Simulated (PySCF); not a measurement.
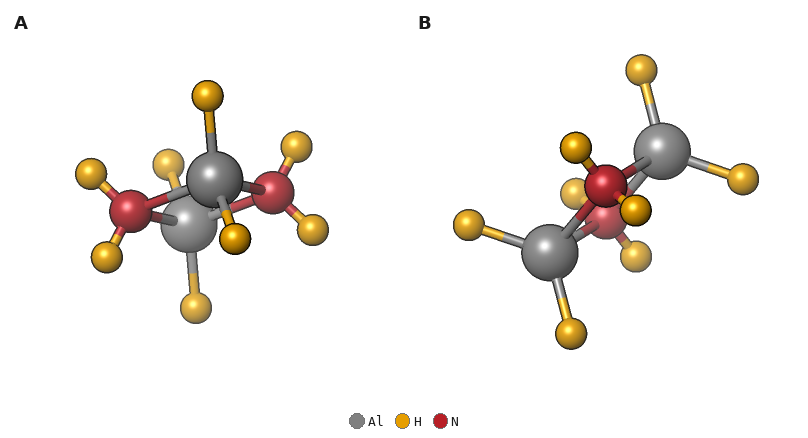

Atoms fade into the background with distance from the viewer. Computed geometry: PBE0-D3(BJ)/def2-SVP optimisation. No frequency run is at hand to confirm it as a minimum.

> How are A and B related: the same structure turned, mirror images, conformers, diastereomers or constitutional isomers?

They are the same structure, Al2H8N2, seen from two directions. With point group D2h it is achiral, so its mirror image would be the same too.
